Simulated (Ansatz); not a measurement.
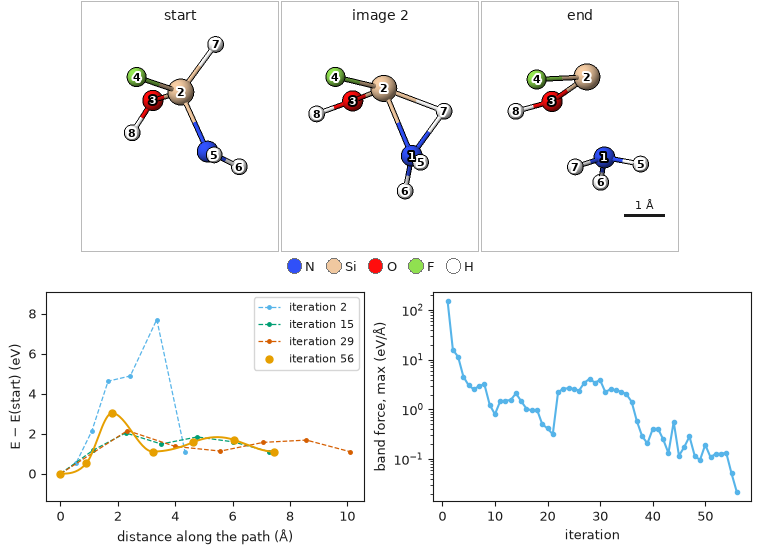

A nudged-elastic-band calculation for SiNH₄OF. Images are numbered from 0 (start) to 6 (end). The plot follows the band through its iterations. The picture is a ball-and-stick view, seen from a free direction.

Theory: Ansatz 0.2.0, RKS PBE0-D4/cc-pVDZ. Run with 5 movable images; climbing image; force threshold 0.05 eV/Å; iteration limit 60; starting path through a guess of the saddle point.

Judge this run.

The run is converged, with reservations. The band converged in 56 iterations. The largest component of the band force went from 150 to 0.022 eV/Å. The climbing image converged on the top of the path. Its vibrational analysis gives one imaginary mode (1486i cm⁻¹), as a transition state must have. The first iteration put the highest image at 30.38 eV. The energy climbs by 3.03 eV to image 2 and then falls by 1.92 eV, so the end point sits at +1.11 eV. The profile has 2 maxima (images 2, 5) with a dip at image 3 (+1.11 eV), so the process runs in steps.

Cost: 21 min on 1 thread of Arm Neoverse N1, with other jobs on the host, peak memory 0.15 GiB.
